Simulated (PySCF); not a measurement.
Consider C7H13NSi2.

```tsv
atom	x (Å)	y (Å)	z (Å)
C	-2.5703	-1.3664	2.1193
C	-2.2400	-0.6263	1.0628
C	-3.2975	-0.0519	0.1636
C	-0.8478	-0.3051	0.7389
C	-0.4498	0.7820	0.0488
Si	1.4264	0.8281	-0.0632
N	1.9918	0.8859	-1.7007
Si	3.6207	1.1008	-2.2458
C	1.4831	-0.8341	0.8309
C	0.2406	-1.2024	1.1513
H	-1.8402	-1.7572	2.8062
H	-3.5991	-1.5877	2.3506
H	-3.3917	1.0208	0.3311
H	-3.0371	-0.2080	-0.8817
H	-4.2613	-0.5140	0.3618
H	-1.1452	1.5260	-0.2987
H	2.0724	1.9117	0.6764
H	1.3661	0.4741	-2.3746
H	3.5308	1.2997	-3.6928
H	4.1394	2.2773	-1.5528
H	4.4665	-0.0607	-1.9457
H	2.3390	-1.4394	1.0811
H	-0.0017	-2.1259	1.6573
```

Geometry: GFN2-xTB.

Level of theory: PBE0/pcSseg-1, SCF density, gas phase, non-relativistic (PySCF).

What will maps of the electron density and electron localisation function show?

C–C (1.35 Å): ρ is about 2.2 e/Å³ halfway; the ELF peaks at about 0.90 between the atoms, as expected for localised, covalent bonding.
C–Si (1.88 Å): ρ is about 0.94 e/Å³ halfway; the ELF peaks at about 0.95 between the atoms: a shared electron pair.
C–C (1.46 Å): ρ is about 1.8 e/Å³ halfway; the ELF peaks at about 0.95 between the atoms; a shared electron pair.
C–H (1.08 Å): ρ at the midpoint is about 2 e/Å³; the ELF climbs to about 1 towards the hydrogen, as it does in any bond to H; a covalent bond by its length.

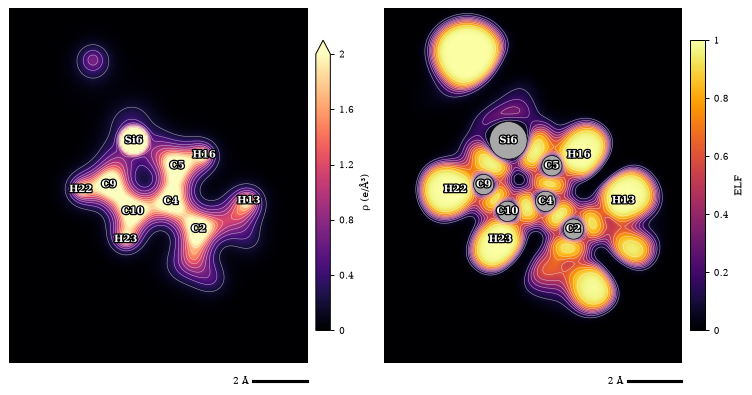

Computed electron density and electron localisation function on the plane of atoms C4, C10 and C9, in this order. Grey discs cover the atomic cores in the ELF map. 
